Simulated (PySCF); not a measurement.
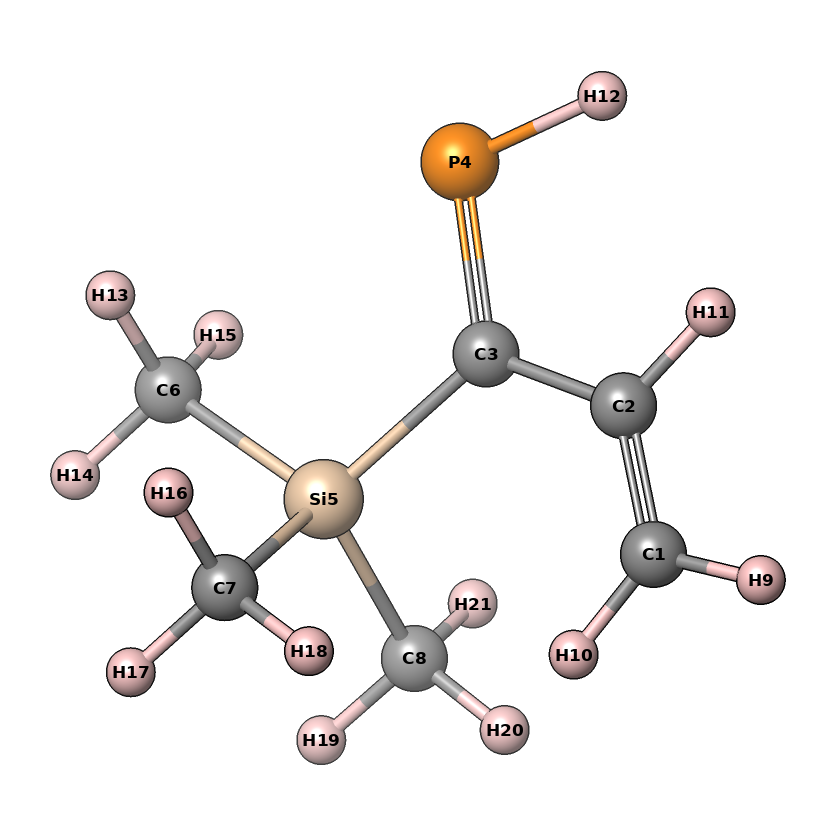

Depth is shown by fading: the farther an atom, the more it takes the colour of the background. Computed geometry: PBE0-D3(BJ)/def2-SVP optimisation. No frequency run is at hand to confirm it as a minimum.

Find the stereocentres and stereogenic double bonds.

Answer. Double bonds: C3=P4.

Assign CIP descriptors.

Answer. C3=P4: E.
